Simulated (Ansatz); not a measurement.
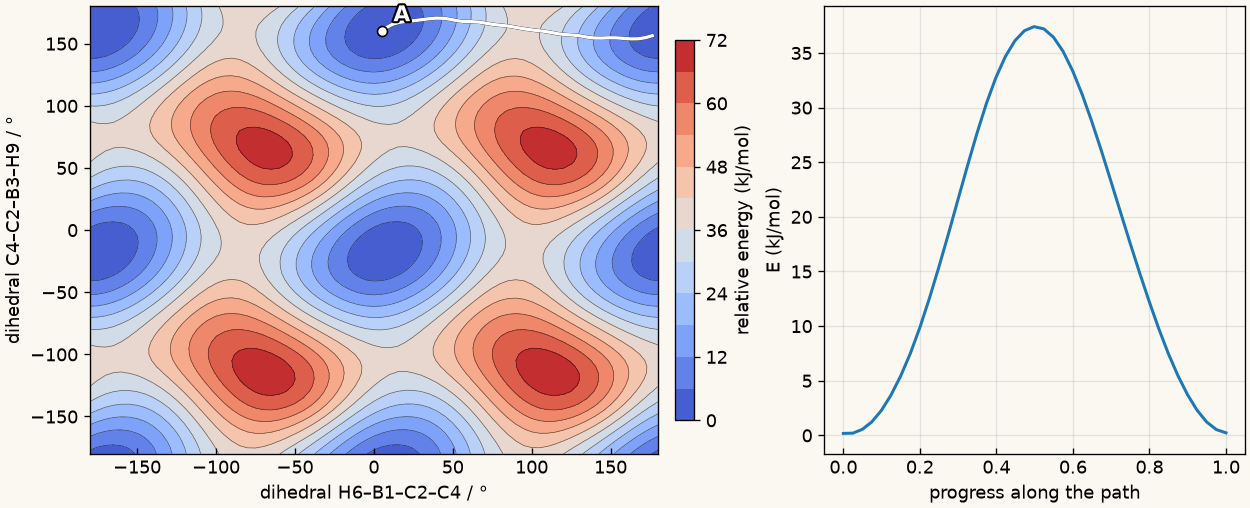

C2H7B2F, SMILES BC(B)CF. The first coordinate is: dihedral H6–B1–C2–C4; the second: dihedral C4–C2–B3–H9. Nothing is relaxed (all other coordinates rigid). The scan uses a 10 × 10 grid. Energies are in kJ/mol, from the relaxed molecule at the same level. All numbers below come from RKS r2SCAN-D4/def2-SVP (Ansatz).

The picture shows filled contours, a line along the lowest path, the energy along the path at the right, the start A. Between grid points the surface is interpolated.

> Describe the path and its barrier.

The easiest path leads from the well at about dihedral H6–B1–C2–C4 = 5°, dihedral C4–C2–B3–H9 = 160° to a well of about the same depth at about dihedral H6–B1–C2–C4 = −175°, dihedral C4–C2–B3–H9 = 160°. Its highest point lies about 37 kJ/mol above the bottom of the first well on the interpolated surface, at about dihedral H6–B1–C2–C4 = 95°, dihedral C4–C2–B3–H9 = 160°. The start is the relaxed structure and all else is held, so a fully relaxed path at this level can only be lower.
